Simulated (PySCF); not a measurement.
## Electronic structure of OF (doublet) in real space

```xyz
2

O     0.0000    0.0000   -0.7280
F     0.0000    0.0000    0.6130
```

All numbers below come from PBE0/6-31G(d,p), non-relativistic, at a bond length of 1.341 Å (PySCF 2.14.0).

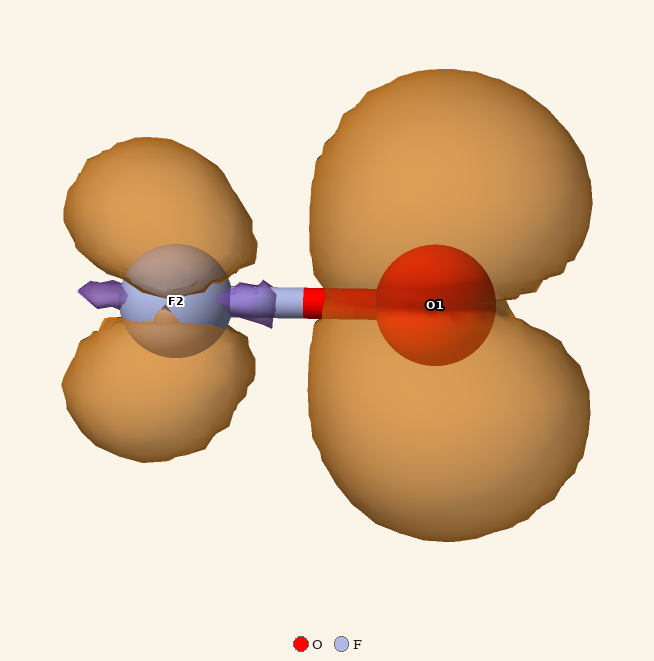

Figure 1. Isosurfaces of the spin density at +0.03 (orange) and −0.03 e/Å³ (purple), seen from one side.

> Describe the spin distribution.

The unpaired spin (1 electron) lies mostly on O1 (about 0.8) and F2 (about 0.2), in electrons by Hirshfeld's partition.

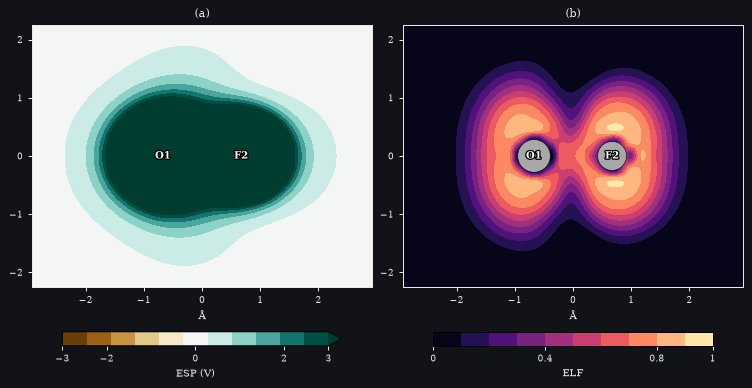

Figure 2. (a) electrostatic potential; (b) ELF on a plane that holds the molecular axis. Grey discs cover the atomic cores in the ELF map.

> What does the map show?

- The plane passes through O and F nuclei.
- O–F (1.34 Å): the ELF peaks at about 0.70 between the atoms.
- The ELF also peaks beside F2 and O1, away from the bonds: non-bonding electrons, paired or unpaired.
- The potential has no marked negative region in this plane.
